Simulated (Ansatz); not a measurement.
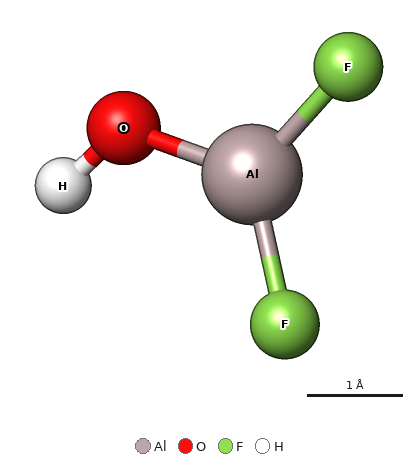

**Figure 1.** The structure as given in the input (ball-and-stick view, seen at a tilt). Sticks mark near contacts. Bond lengths as drawn: Al–F 1.63 to 1.64 Å, Al–O 1.67 Å and H–O 0.96 Å.

# Run report: AlHOF₂, phonon calculation

System: AlHOF₂.
Method: RKS PBE0-D4/def2-TZVP (Ansatz 0.2.0).

The geometry comes from this level: PBE0-D4/def2-TZVP. Figures and captions count atoms from 1; the log counts them from 0 in places.

What the program printed:
```
Functional definition: PBE0
  name "PBE0"
  cite "Adamo & Barone, J. Chem. Phys. 110, 6158 (1999) doi:10.1063/1.478522"
  cite "Perdew, Burke & Ernzerhof, Phys. Rev. Lett. 77, 3865 (1996) doi:10.1103/PhysRevLett.77.3865"
  parent pbe
  parameter a = 0.25
  parameter kappa = 0.804
  parameter beta = 0.06672455060314922
  exchange = (1 - a)*pbe_x(kappa = kappa, mu = beta*pi^2/3) + a*exact_x
  correlation = pbe_c(beta = beta)
786 factors; their error is unknown
mean field evaluation 1: about -14084.5622 eV, gradient 7.5e1 eV
mean field evaluation 2: about -14069.3232 eV, gradient 1.2e2 eV
mean field evaluation 4: about -14092.7383 eV, gradient 6.5e0 eV
mean field evaluation 8: about -14092.7957 eV, gradient 1.1e-2 eV
mean field evaluation 16: about -14092.8346 eV, gradient 2.9e-5 eV
mean field -14092.83457747 eV, -517.9021182556 hartree, gradient 2.9e-5 eV, S^2 0.000000; 0 other end points of the search recorded, 0 dependent functions left out
the calculation of the forces begins
reference -14092.83460585 eV, -517.9021192986 hartree; 20, 20 occupied and 116, 116 virtual orbitals, 786 factors
these checks for a lower state are left out or cut short: stability, starts, cluster_reference, orbital_swaps, neighbouring_geometries, increment
786 factors; their error is unknown
mean field -14092.83442481 eV, -517.9021126454 hartree, gradient 2.1e-6 eV, S^2 0.000000; 0 other end points of the search recorded, 0 dependent functions left out
[... from here on the field's lines of each further geometry are left out, up to the last ...]
the calculation of the forces begins
reference -14092.83459894 eV, -517.9021190445 hartree; 20, 20 occupied and 116, 116 virtual orbitals, 786 factors
these checks for a lower state are left out or cut short: stability, starts, cluster_reference, orbital_swaps, neighbouring_geometries, increment
786 factors; their error is unknown
mean field -14092.83457019 eV, -517.9021179883 hartree, gradient 2.1e-6 eV, S^2 0.000000; 0 other end points of the search recorded, 0 dependent functions left out
the calculation of the forces begins
reference -14092.83459858 eV, -517.9021190314 hartree; 20, 20 occupied and 116, 116 virtual orbitals, 786 factors
Total energy: -14092.89191836 eV, -517.9042254944 hartree
Atom 0 at    -0.353220     0.086622    -0.602288 Å, force    -0.001859     0.000661     0.000252 eV/Å
Atom 1 at     1.145378     0.833373    -0.589557 Å, force     0.000042     0.000080    -0.000221 eV/Å
Atom 2 at    -0.535202    -1.508672    -0.925819 Å, force     0.000414     0.000370     0.000027 eV/Å
Atom 3 at    -1.685069     0.975686    -0.281349 Å, force     0.000625    -0.000733    -0.000112 eV/Å
Atom 4 at     1.965803     0.377363    -0.768156 Å, force     0.000778    -0.000378     0.000054 eV/Å
Dipole moment:     0.396872    -0.104103    -0.061365 e Å
Vibrations: 230.48 247.91 293.87 352.75 626.00 703.56 941.02 972.72 3967.81 cm⁻¹, zero-point energy 0.516774 eV
```

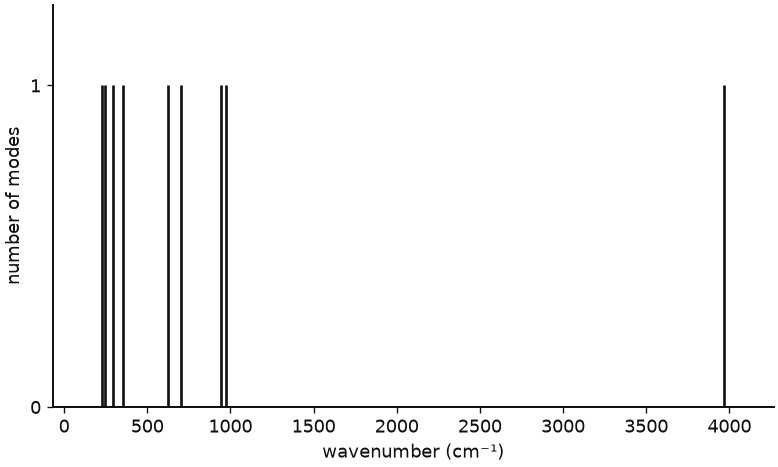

**Figure 2.** Harmonic vibrational wavenumbers from the force constants; neighbouring modes closer than 17 cm⁻¹ are counted in one stick. 9 modes from 230 to 3968 cm⁻¹, none imaginary.

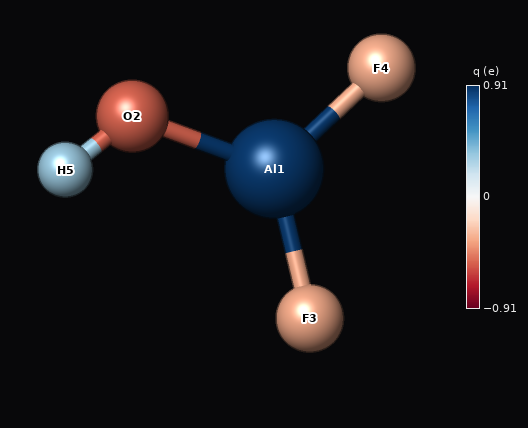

**Figure 3.** Mulliken charges, as the colour of each atom (ball-and-stick view, seen at a tilt; atoms are numbered from 1 in the order of the input). By element: Al +0.87, O −0.53, F −0.34 to −0.33 and H +0.33 e.

The run was set up as follows.

The input:
```yaml
crystal:
  periodic: [false, false, false]
  atoms:
    - {symbol: Al, position_ang: [-0.353220, 0.086622, -0.602288]}
    - {symbol: O, position_ang: [1.145378, 0.833373, -0.589557]}
    - {symbol: F, position_ang: [-0.535202, -1.508672, -0.925819]}
    - {symbol: F, position_ang: [-1.685069, 0.975686, -0.281349]}
    - {symbol: H, position_ang: [1.965803, 0.377363, -0.768156]}
basis:
  gaussian: {orbitals: def2-TZVP}
hamiltonian: {xc: pbe0, dispersion: d4}
phonons: {temperatures: {t_min: 298.15, t_max: 900, t_step: 200}}
```

Summary:

```csv
quantity,value
outcome,converged
total energy,−14092.8919 eV
mean-field energy,−14092.8346 eV
dispersion energy,−0.0573 eV
largest force (length of the vector),0.002 eV/Å
dipole moment,1.99 D
hardware,"2 CPU threads, shared host"
wall time,30 s (CPU time 56 s)
peak memory,0.25 GiB
```
